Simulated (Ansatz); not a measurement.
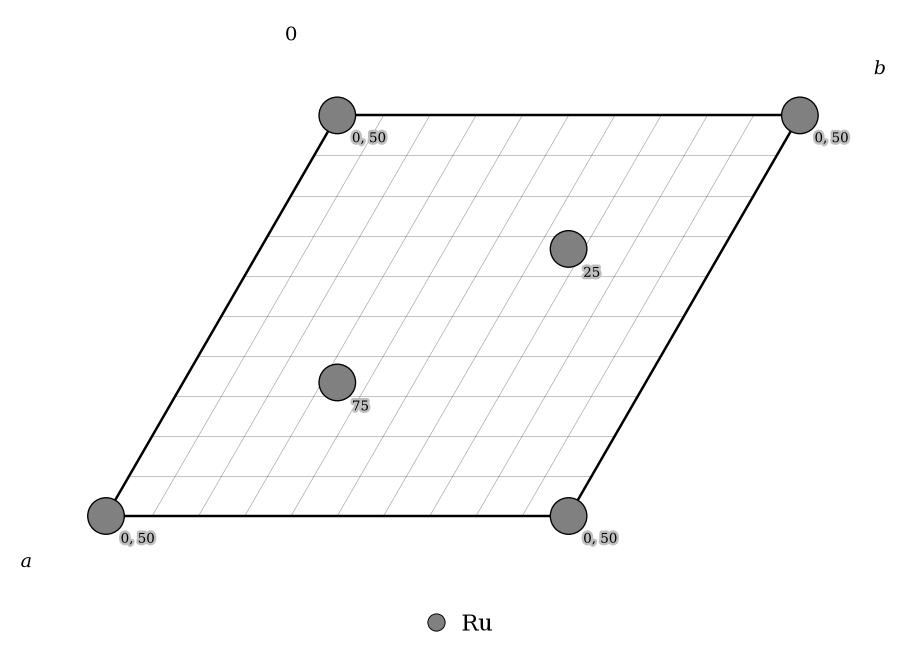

Plan of a unit cell projected along c (a down the page, b across); the numbers are heights in hundredths of c, and atoms on the cell's edges are repeated. The grid marks tenths of a and b. Source: the geometry relaxed with DFT, LDA (PW92), plane waves (420 eV) with PAW, scalar-relativistic (Ansatz 0.2.0); the starting structure was generated, so it need not be a known form of this composition. Geometry calculated from the standardised cell; symmetry tolerance 0.002 Å.

a = 2.664 Å, b = 2.664 Å, c = 8.554 Å, α = 90.00°, β = 90.00°, γ = 120.00°.

**What does the cell contain?**

4 Ru: Ru, Z = 4.

**Which space group?**

P6₃/mmc (No. 194), primitive hexagonal.

**Give the independent sites, coordinates to two places.**

| atom | site | symmetry | x | y | z |
| --- | --- | --- | --- | --- | --- |
| Ru | 2a | -3m. | 0.00 | 0.00 | 0.00 |
| Ru | 2c | -6m2 | 0.33 | 0.67 | 0.25 |
